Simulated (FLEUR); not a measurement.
Band structure of LaPt2 (Fd-3m, 6 atoms in the cell).

```
LaPt2
1.0
    0.00000     3.91631     3.91631
    3.91631     0.00000     3.91631
    3.91631     3.91631     0.00000
La Pt
2 4
Direct
  0.50000   0.50000   0.50000
  0.75000   0.75000   0.75000
  0.12500   0.12500   0.12500
  0.62500   0.12500   0.12500
  0.12500   0.12500   0.62500
  0.12500   0.62500   0.12500
```

Level of theory: PBEsol, all-electron FLAPW (FLEUR), scalar-relativistic valence in FLEUR.

Settings: Kmax = 4.1 1/bohr; GmaxXC = 14.3 1/bohr; xcFunctional = PBEs; jspins = 1; l_soc = F; mode = hist; fermiSmearingEnergy = 0.00734986 Htr; mesh (inpgen div1-3) = 7 7 7; inpgen gamma flag = false; Gmax = 14.3 1/bohr; numbands = 0; maxIterBroyd = 99; imix = Anderson; alpha = 0.05.

The starting cell comes from a database of computed structures (which also holds hypothetical and non-ambient phases and stackings), without a prior relaxation at this level. Its lattice was rescaled by a random factor within 2.5 % of one. Spin-orbit coupling is off. Spin polarisation is off. Values depend on the basis (sphere radii, cutoffs, local orbitals), which need not be converged.

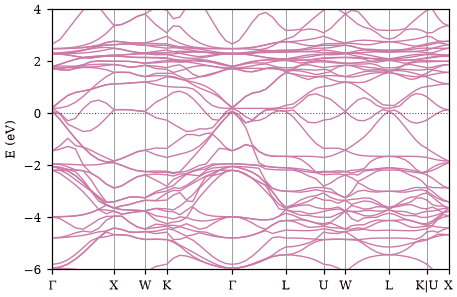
Bands along the path, energies from the Fermi level.

Levels in eV from the Fermi level, bands 40 to 47:
```json
[
 {"point": "Γ", "40": "-1.44", "41": "0.08", "42": "0.08", "43": "0.08", "44": "0.19", "45": "0.19", "46": "0.19", "47": "0.23"},
 {"point": "X", "40": "-1.90", "41": "-1.84", "42": "-1.84", "43": "0.14", "44": "0.14", "45": "1.13", "46": "1.13", "47": "1.57"},
 {"point": "W", "40": "-2.24", "41": "-1.42", "42": "-1.42", "43": "0.07", "44": "0.07", "45": "1.20", "46": "1.20", "47": "1.41"},
 {"point": "K", "40": "-2.23", "41": "-1.70", "42": "-1.35", "43": "-0.26", "44": "0.64", "45": "1.03", "46": "1.40", "47": "1.44"},
 {"point": "L", "40": "-1.65", "41": "-1.65", "42": "0.08", "43": "0.08", "44": "0.19", "45": "0.31", "46": "1.57", "47": "1.57"},
 {"point": "U", "40": "-2.23", "41": "-1.70", "42": "-1.35", "43": "-0.26", "44": "0.64", "45": "1.03", "46": "1.40", "47": "1.44"}
]
```
